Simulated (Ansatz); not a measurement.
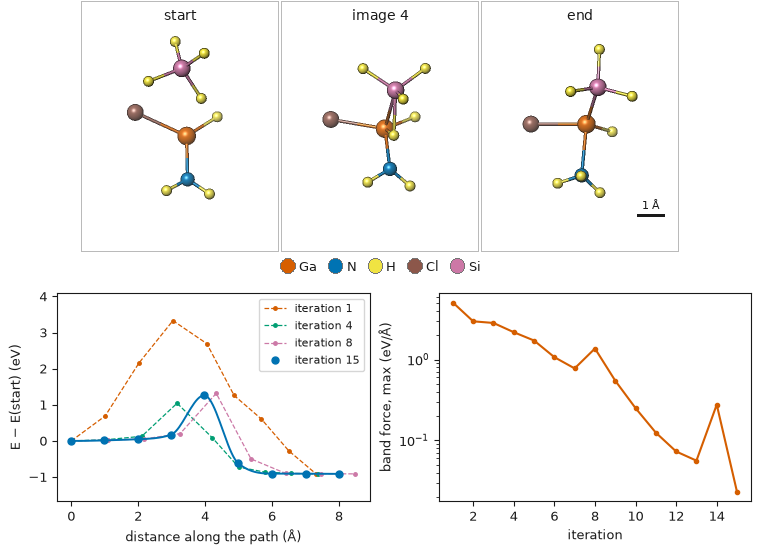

NEB run on GaSiNH7Cl, made up at the start of GaNH₃Cl and SiH₄. Images are numbered from 0 (start) to 8 (end). The plot follows the band through its iterations. Style: ball-and-stick. Shown from a free direction.

All numbers below come from Ansatz, RKS PBE0/def2-SVP. Run with 7 movable images; climbing image; force threshold 0.05 eV/Å; iteration limit 60; starting path through a guess of the saddle point.

Judge this run.

Answer. The run is converged, with reservations. The band converged in 15 iterations. The largest component of the band force went from 5.1 to 0.023 eV/Å. The climbing image converged on the top of the path. Its vibrational analysis gives 2 imaginary modes over 30i cm⁻¹, so it isn't confirmed as a transition state. The first iteration put the highest image at 3.33 eV. The highest point, image 4, lies 1.26 eV above the start and 2.17 eV above the end; the end is at −0.91 eV relative to the start.

Limits of the set-up: the start holds two separate molecules, 2.6 Å apart at their closest, whose relative position is a soft coordinate and is computed without a dispersion correction.

Cost: 4 min on 4 threads of Arm Neoverse V1, with other jobs on the host, peak memory 0.31 GiB.
